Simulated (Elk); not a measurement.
**Fe: is a spiral lower than the collinear state?**

Aim: the energy of spin spirals in Fe along a path of wavevectors.

Program: Elk 11.2.3 (patched build). Level of theory: LDA (Perdew-Wang); all-electron APW+lo, Dirac cores, scalar-relativistic bands. Results are calculated unless marked as measured.

The database entry behind the starting cell differs from later determinations by our own check (an axis about 0.7 % long against later determinations), so it need not match the best structure at ambient conditions.

**1. The starting structure**

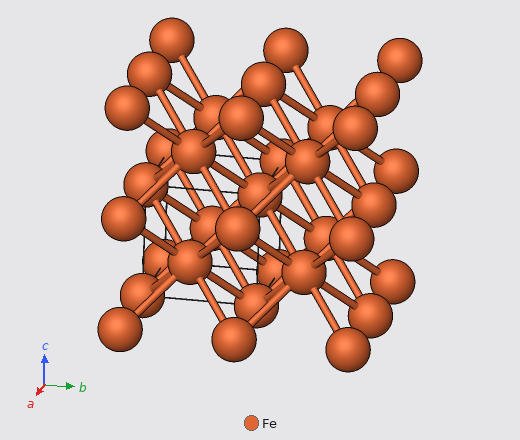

The cell as given, slightly off an axis (iron orange). 2×2×2 cells are drawn. This picture shows the conventional cell, with its axes. Some periodic images of atoms are drawn too.

As a file:

```cif
data_structure
_symmetry_space_group_name_H-M 'P 1'
_symmetry_Int_Tables_number 1
_cell_length_a 2.4993
_cell_length_b 2.4993
_cell_length_c 2.4993
_cell_angle_alpha 109.471
_cell_angle_beta 109.471
_cell_angle_gamma 109.471
_cell_volume 12.02
loop_
_atom_site_label
_atom_site_type_symbol
_atom_site_fract_x
_atom_site_fract_y
_atom_site_fract_z
_atom_site_occupancy
Fe1 Fe 0.00000 0.00000 0.00000 1
```

**2. The state at q = 0**

The energies of all spirals count from this run, made with the same spinor basis and mesh so that errors cancel.

The moments start as ferro +, in the xy plane (a flat spiral, cone angle 90°).

The last three numbers of an atom's line are a seed field in its sphere. It points against the wanted moment and shrinks by the factor reducebf each loop.

File elk.in:

```
tasks
  0

xctype
  3

rgkmax
  7.0

nempty
  12

swidth
  0.002

reducebf
  0.5

epsengy
  1e-06

maxscl
  100

lmaxi
  2

spinsprl
  .true.

spinpol
  .true.

vqlss
  0.000000 0.000000 0.000000

sppath
  './'

avec
  -2.72687479783 2.72687479783 2.72687479783
  2.72687479783 -2.72687479783 2.72687479783
  2.72687479783 2.72687479783 -2.72687479783

atoms
  1
  'Fe.in'
  1
  0.0000000000 0.0000000000 0.0000000000   -0.210000 0.000000 0.000000

ngridk
  12 12 12
```

Command:

```
$ OMP_NUM_THREADS=2 elk
```

Numbers of over 12 decimals in the logs are rounded to 6 here.

The program printed:

```text
┌─────────────────────────┐
│ Elk code version 11.2.3 │
└─────────────────────────┘

All units are atomic (Hartree, Bohr, etc.)

┌─────────────────────────────────────────────────┐
│ Ground-state run starting from atomic densities │
└─────────────────────────────────────────────────┘

Lattice vectors :
  -2.726874798       2.726874798       2.726874798
   2.726874798      -2.726874798       2.726874798
   2.726874798       2.726874798      -2.726874798

Reciprocal lattice vectors :
  0.2965383148E-16   1.152085404       1.152085404
   1.152085404      0.2965383148E-16   1.152085404
   1.152085404       1.152085404      0.2965383148E-16

Unit cell volume      :    81.10648601
Brillouin zone volume :    3.058327708

Muffin-tin inner radius fraction :   0.1000000000E-01

Nuclei treated as point charges

Species : 1 (Fe)
 parameters loaded from : Fe.in
 name : iron
 nuclear charge    :   -26.00000000
 electronic charge :    26.00000000
 atomic mass :    101799.2075
 muffin-tin radius :    2.336542848
 number of radial points in muffin-tin :    497
 inner part over the whole radius :   0.9819233484E-02
 number on inner part of muffin-tin    :    350
 approximate nuclear radius :   0.7160107270E-04
 number of mesh points to nuclear radius :    167
 atomic positions (lattice), magnetic fields (Cartesian) :
  1 :   0.00000000  0.00000000  0.00000000   -0.21000000  0.00000000  0.00000000

Total number of atoms per unit cell :    1
Total muffin-tin volume :    53.43303687
 ratio of muffin-tin to unit cell volume :   0.6588010343

Spin treatment :
 spin-polarised
 global magnetic field (Cartesian) :    0.000000000       0.000000000       0.000000000
 non-collinear magnetisation
 spin-spiral state assumed
  q-vector (lattice)   :    0.000000000       0.000000000       0.000000000
  q-vector (Cartesian) :    0.000000000       0.000000000       0.000000000
  q-vector length      :    0.000000000

Number of Bravais lattice symmetries :   48
Number of crystal symmetries         :   48
Crystal has inversion symmetry
Real symmetric eigensolver will be used

k-point grid :     12    12    12
k-point offset :    0.000000000       0.000000000       0.000000000
k-point set is reduced with full crystal symmetry group
Total number of k-points :       72

Muffin-tin radius times maximum |G+k| :    7.000000000
 using average radius
Maximum |G+k| for APW functions       :    2.995879150
Maximum (1/2)|G+k|²                   :    4.487645939
Maximum |G| for potential and density :    12.00000000
Constant for pseudocharge density :    7
 order of it for each species :   14
 order of it for pair densities of each species (exact exchange by exxq0 0: 14) :   10
Radial integration step length :    1

G-vector grid sizes :     20    20    20
Number of G-vectors :     2347

Maximum angular momentum used for
 APW functions            :    8
 outer part of muffin-tin :    6
 inner part of muffin-tin :    2

Total nuclear charge    :   -26.00000000
Total core charge       :    10.00000000
Total valence charge    :    16.00000000
Total excess charge     :    0.000000000
Total electronic charge :    26.00000000

Effective Wigner radius, rₛ :   0.9064236105

Number of empty states         :     12
Total number of valence states :     42
Total number of core states    :     10

Third-order local-orbitals added for an l without core states : T
Total number of local-orbitals :     23

Exchange-correlation functional :      3     0     0
 Perdew-Wang/Ceperley-Alder, Phys. Rev. B 45, 13244 (1992)
 gradient requirement :    0
 local density approximation (LDA)

Smearing type :    3
 Fermi-Dirac
Smearing width :   0.2000000000E-02
Effective electronic temperature (K) :    631.5500496

Mixing type :    3
 Broyden mixing, J. Phys. A: Math. Gen. 17, L317 (1984)

Kohn-Sham potential initialised from atomic data

┌──────────────────────────────┐
│ Self-consistent loop started │
└──────────────────────────────┘

┌─────────────────┐
│ Loop number : 1 │
└─────────────────┘

Energies :
 Fermi                       :     0.187865
 sum of occupied eigenvalues :     -737.48716014950
 electron kinetic            :      1285.1717063209
 core electron kinetic       :      1146.0664124668
 Coulomb                     :     -2502.3276962196
 Coulomb potential           :     -1952.1516876231
 nuclear-nuclear             :     -225.54407463171
 electron-nuclear            :     -2610.4055916369
 Hartree                     :      333.62197004901
 Madelung                    :     -1526.2518524081
 xc potential                :     -70.382801065695
 xc effective B-field        :    -0.112391
 external B-field            :      0.000000
 exchange                    :     -51.302348633711
 correlation                 :     -2.217870
 electron entropic           :    -0.37417940979947E-03
 total energy                :     -1270.6765825080
 (external B-field energy excluded from total)

Density of states at Fermi energy :    28.74634818
 (states/Hartree/unit cell)

Estimated indirect band gap :   0.7631110745E-03
 from k-point 36 to k-point 12
Estimated direct band gap   :   0.2602296469E-02
 at k-point 2

Charges :
 core                        :    10.00000000
 valence                     :    16.00000000
 interstitial                :    1.082260069
 muffin-tins (core leakage)
  species : 1 (Fe)
   atom 1                    :    24.91773993     ( -0.3589114961E-05)
 total in muffin-tins        :    24.91773993
 total calculated charge     :    26.00012998
 total charge                :    26.00000000
 error                       :   0.1299821336E-03

Moments :
 interstitial                :  -0.2900653583E-01  0.8725322815E-11  0.1340177528E-09
 muffin-tins
  species : 1 (Fe)
   atom 1                    :    2.412784305      0.1021273942E-09  0.9927239583E-10
 total in muffin-tins        :    2.412784305      0.1021273942E-09  0.9927239583E-10
 total moment                :    2.383777769      0.1108527171E-09  0.2332901486E-09

┌─────────────────┐
│ Loop number : 2 │
└─────────────────┘

Energies :
 Fermi                       :     0.188273
 sum of occupied eigenvalues :     -737.48918628810
 electron kinetic            :      1285.0720631127
 core electron kinetic       :      1145.9924955619
 Coulomb                     :     -2502.3886464259
 Coulomb potential           :     -1952.1228068769
 nuclear-nuclear             :     -225.54407463171
 electron-nuclear            :     -2610.5570995559
 Hartree                     :      333.71252776172
 Madelung                    :     -1526.3272429875
 xc potential                :     -70.316134132032
 xc effective B-field        :    -0.112555
 external B-field            :      0.000000
 exchange                    :     -51.308000377161
 correlation                 :     -2.218025
 electron entropic           :    -0.37169909394236E-03
 total energy                :     -1270.8429801362
 (external B-field energy excluded from total)

Density of states at Fermi energy :    28.48159507
 (states/Hartree/unit cell)

Estimated indirect band gap :   0.8537116620E-03
 from k-point 36 to k-point 6
Estimated direct band gap   :   0.2600975290E-02
 at k-point 2

Charges :
 core                        :    10.00000000
 valence                     :    16.00000000
 interstitial                :    1.079989774
 muffin-tins (core leakage)
  species : 1 (Fe)
   atom 1                    :    24.92001023     ( -0.3589114764E-05)
 total in muffin-tins        :    24.92001023
 total calculated charge     :    26.00012994
 total charge                :    26.00000000
 error                       :   0.1299439196E-03

Moments :
 interstitial                :  -0.2869823487E-01  0.6943839875E-07  0.9114162074E-08
 muffin-tins
  species : 1 (Fe)
   atom 1                    :    2.414741939      0.4352946767E-06  0.1426666144E-07
 total in muffin-tins        :    2.414741939      0.4352946767E-06  0.1426666144E-07
 total moment                :    2.386043704      0.5047330755E-06  0.2338082351E-07

RMS change in Kohn-Sham potential (target) :   0.3327089383     (  0.1000000000E-05)
Absolute change in total energy (target)   :   0.1663976283     (  0.1000000000E-05)

[... loops 3 to 19 left out ...]

┌──────────────────┐
│ Loop number : 20 │
└──────────────────┘

Energies :
 Fermi                       :     0.280866
 sum of occupied eigenvalues :     -735.58455034897
 electron kinetic            :      1287.0422702676
 core electron kinetic       :      1146.2848372893
 Coulomb                     :     -2503.9588586484
 Coulomb potential           :     -1951.6022884062
 nuclear-nuclear             :     -225.54407463171
 electron-nuclear            :     -2614.2320576465
 Hartree                     :      335.81727362979
 Madelung                    :     -1528.1577144453
 xc potential                :     -70.920921703988
 xc effective B-field        :    -0.103611
 external B-field            :      0.000000
 exchange                    :     -51.433822569076
 correlation                 :     -2.222525
 electron entropic           :    -0.36116321198316E-03
 total energy                :     -1270.5732974123
 (external B-field energy excluded from total)

Density of states at Fermi energy :    28.72600476
 (states/Hartree/unit cell)

Estimated indirect band gap :   0.3602157837E-03
 from k-point 55 to k-point 52
Estimated direct band gap   :   0.4702683988E-02
 at k-point 61

Charges :
 core                        :    10.00000000
 valence                     :    16.00000000
 interstitial                :    1.030782794
 muffin-tins (core leakage)
  species : 1 (Fe)
   atom 1                    :    24.96921721     ( -0.3589114765E-05)
 total in muffin-tins        :    24.96921721
 total calculated charge     :    26.00012509
 total charge                :    26.00000000
 error                       :   0.1250926002E-03

Moments :
 interstitial                :  -0.2923602150E-01  0.3587615005E-05  0.8822865916E-06
 muffin-tins
  species : 1 (Fe)
   atom 1                    :    2.308589047      0.9122456432E-03  0.6877184906E-05
 total in muffin-tins        :    2.308589047      0.9122456432E-03  0.6877184906E-05
 total moment                :    2.279353026      0.9158332583E-03  0.7759471498E-05

RMS change in Kohn-Sham potential (target) :   0.3483830872E-06 (  0.1000000000E-05)
Absolute change in total energy (target)   :   0.4207049642E-07 (  0.1000000000E-05)

Convergence targets achieved

┌──────────────────┐
│ Loop number : 21 │
└──────────────────┘

Energies :
 Fermi                       :     0.280866
 sum of occupied eigenvalues :     -735.58455059877
 electron kinetic            :      1287.0422703447
 core electron kinetic       :      1146.2848371400
 Coulomb                     :     -2503.9588589142
 Coulomb potential           :     -1951.6022884409
 nuclear-nuclear             :     -225.54407463171
 electron-nuclear            :     -2614.2320581218
 Hartree                     :      335.81727383933
 Madelung                    :     -1528.1577146938
 xc potential                :     -70.920922015285
 xc effective B-field        :    -0.103610
 external B-field            :      0.000000
 exchange                    :     -51.433822568164
 correlation                 :     -2.222525
 electron entropic           :    -0.36116379039218E-03
 total energy                :     -1270.5732976030
 (external B-field energy excluded from total)

Density of states at Fermi energy :    28.72606378
 (states/Hartree/unit cell)

Estimated indirect band gap :   0.3602225867E-03
 from k-point 55 to k-point 52
Estimated direct band gap   :   0.4702647663E-02
 at k-point 61

Charges :
 core                        :    10.00000000
 valence                     :    16.00000000
 interstitial                :    1.030782795
 muffin-tins (core leakage)
  species : 1 (Fe)
   atom 1                    :    24.96921721     ( -0.3589115238E-05)
 total in muffin-tins        :    24.96921721
 total calculated charge     :    26.00012509
 total charge                :    26.00000000
 error                       :   0.1250925857E-03

Moments :
 interstitial                :  -0.2923608812E-01  0.3163948699E-05  0.8805172008E-06
 muffin-tins
  species : 1 (Fe)
   atom 1                    :    2.308588624      0.9457007347E-03  0.7007634287E-05
 total in muffin-tins        :    2.308588624      0.9457007347E-03  0.7007634287E-05
 total moment                :    2.279352536      0.9488646834E-03  0.7888151488E-05

┌──────────────────────────────┐
│ Self-consistent loop stopped │
└──────────────────────────────┘

Wrote STATE.OUT
```

Run time: 33 s. Hardware: 2 threads of Intel Xeon Platinum 8375C at 2.90GHz (Ice Lake), shared host; peak memory 0.07 GiB.

Spin moment in the muffin-tin sphere by atom:

```tsv
atom	x (μB)	y (μB)	z (μB)	size
Fe1	2.31	0.00	0.00	2.31
```

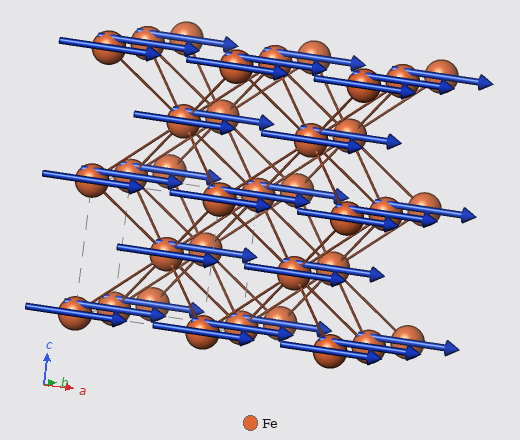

Spin moment in the muffin-tin sphere as arrows, the longest 2.31 μB. 2×2×2 conventional cells are drawn. Some periodic images of atoms are drawn too.

Numbers from this step:

- density of states at the Fermi level: 1.056 states/eV/cell
- moment between the spheres: -0.02924, 0, 0 μB
- magnetization: 2.279, 9.49e-4, 0 μB
- final state: ferromagnetic

After 21 cycles the largest moment stands at 2.31 μB.

**3. One pass at q = (0.1667, -0.1667, 0.1667)**

One diagonalisation in the potential of q = 0; by the force theorem the spiral's energy is the band energy with the smearing's entropy term, less that of a like pass at q = 0. The total energy that such a pass prints is not self-consistent and is not used.

elk.in, as its differences from that of step 2:

```diff
@@ -1,3 +1,3 @@
 tasks
-  0
+  1
 
@@ -22,3 +22,3 @@
 maxscl
-  100
+  1
 
@@ -34,3 +34,3 @@
 vqlss
-  0.000000 0.000000 0.000000
+  0.166667 -0.166667 0.166667
 
@@ -48,3 +48,3 @@
   1
-  0.0000000000 0.0000000000 0.0000000000   -0.210000 0.000000 0.000000
+  0.0000000000 0.0000000000 0.0000000000   -0.000210 0.000000 0.000000
```

Command:

```
$ OMP_NUM_THREADS=2 elk
```

The program printed:

```text
┌─────────────────────────┐
│ Elk code version 11.2.3 │
└─────────────────────────┘

All units are atomic (Hartree, Bohr, etc.)

┌──────────────────────────────────────────┐
│ Ground-state run resuming from STATE.OUT │
└──────────────────────────────────────────┘

Lattice vectors :
  -2.726874798       2.726874798       2.726874798
   2.726874798      -2.726874798       2.726874798
   2.726874798       2.726874798      -2.726874798

Species : 1 (Fe)
 muffin-tin radius :    2.336542848
 atomic positions (lattice), magnetic fields (Cartesian) :
  1 :   0.00000000  0.00000000  0.00000000    0.00000000  0.00000000  0.00000000

Total number of atoms per unit cell :    1
Total muffin-tin volume :    53.43303687
 ratio of muffin-tin to unit cell volume :   0.6588010343

Spin treatment :
 spin-polarised
 global magnetic field (Cartesian) :    0.000000000       0.000000000       0.000000000
 non-collinear magnetisation
 spin-spiral state assumed
  q-vector (lattice)   :   0.1666670000     -0.1666670000      0.1666670000
  q-vector (Cartesian) :   0.6371619394E-17  0.3840292361      0.1131393452E-16
  q-vector length      :   0.3840292361

Number of Bravais lattice symmetries :    8
Number of crystal symmetries         :    8
Crystal has no inversion symmetry
Complex Hermitian eigensolver will be used

k-point grid :     12    12    12
k-point offset :    0.000000000       0.000000000       0.000000000
k-point set is reduced with full crystal symmetry group
Total number of k-points :      294

Muffin-tin radius times maximum |G+k| :    7.000000000
 using average radius
Maximum |G+k| for APW functions       :    2.995879150
Maximum (1/2)|G+k|²                   :    4.487645939
Maximum |G| for potential and density :    12.00000000
Constant for pseudocharge density :    7
 order of it for each species :   14
 order of it for pair densities of each species (exact exchange by exxq0 0: 14) :   10
Radial integration step length :    1

G-vector grid sizes :     20    20    20
Number of G-vectors :     2347

Maximum angular momentum used for
 APW functions            :    8
 outer part of muffin-tin :    6

Number of empty states         :     12
Total number of valence states :     42
Total number of core states    :     10

Third-order local-orbitals added for an l without core states : T
Total number of local-orbitals :     23

Exchange-correlation functional :      3     0     0
 Perdew-Wang/Ceperley-Alder, Phys. Rev. B 45, 13244 (1992)
 gradient requirement :    0
 local density approximation (LDA)

Smearing type :    3
 Fermi-Dirac
Smearing width :   0.2000000000E-02
Effective electronic temperature (K) :    631.5500496

Mixing type :    3
 Broyden mixing, J. Phys. A: Math. Gen. 17, L317 (1984)

Potential read in from STATE.OUT

┌──────────────────────────────┐
│ Self-consistent loop started │
└──────────────────────────────┘

┌─────────────────┐
│ Loop number : 1 │
└─────────────────┘

Reached self-consistent loops maximum

Energies :
 Fermi                       :     0.286083
 sum of occupied eigenvalues :     -735.58210980014
 electron kinetic            :      1287.0004250633
 core electron kinetic       :      1146.2852610348
 Coulomb                     :     -2503.9210163537
 Coulomb potential           :     -1951.6465026080
 nuclear-nuclear             :     -225.54407463171
 electron-nuclear            :     -2614.1054373970
 Hartree                     :      335.72849567500
 Madelung                    :     -1528.0977650497
 xc potential                :     -70.833747958754
 xc effective B-field        :    -0.101313
 external B-field            :      0.000000
 exchange                    :     -51.427358582041
 correlation                 :     -2.222432
 electron entropic           :    -0.32521289253495E-03
 total energy                :     -1270.5707072578
 (external B-field energy excluded from total)

Density of states at Fermi energy :    23.83831075
 (states/Hartree/unit cell)

Estimated indirect band gap :   0.3982238813E-03
 from k-point 204 to k-point 207
Estimated direct band gap   :   0.3401308955E-02
 at k-point 213

Charges :
 core                        :    10.00000000
 valence                     :    16.00000000
 interstitial                :    1.032195312
 muffin-tins (core leakage)
  species : 1 (Fe)
   atom 1                    :    24.96780469     ( -0.3589114929E-05)
 total in muffin-tins        :    24.96780469
 total calculated charge     :    25.99978293
 total charge                :    26.00000000
 error                       :   0.2170676079E-03

Moments :
 interstitial                :  -0.2386964397E-01  0.9177742762E-06 -0.2359790024E-05
 muffin-tins
  species : 1 (Fe)
   atom 1                    :    2.302436432      0.9465080837E-03  0.1731036726E-04
 total in muffin-tins        :    2.302436432      0.9465080837E-03  0.1731036726E-04
 total moment                :    2.278566788      0.9474258580E-03  0.1495057723E-04

┌──────────────────────────────┐
│ Self-consistent loop stopped │
└──────────────────────────────┘
```

Wall time 5.2 s (2 threads); peak memory 0.08 GiB; 10 s of CPU time.

This step gave:

| Property | Result |
| --- | --- |
| magnetization | 2.279, 9.47e-4, 0 μB |
| final state | spiral |
| largest moment | 2.302 μB |

Moments of a spiral are printed for the first cell, in the frame that turns with it; over the crystal the turning parts cancel.

By that sum this spiral lies +67.4 meV a seeded atom from q = 0.

[end of part 1 of 2]

[Logs and program files are shortened in this print: banners, set-up blocks, solver, clock and traceback lines can be left out without a mark of their own.]

[Logs are printed without paths, hosts, clocks, repeated set-up lines and the standing remarks that a program may print on its own settings, such as how far it seeks lower states.]

[Hosts, paths, dates, database ids (printed as entryN), source tags and the programs' standing remarks are cut or masked in the printed files.]

[Where a cell is said to come from a database of computed structures, the database is the Materials Project.]
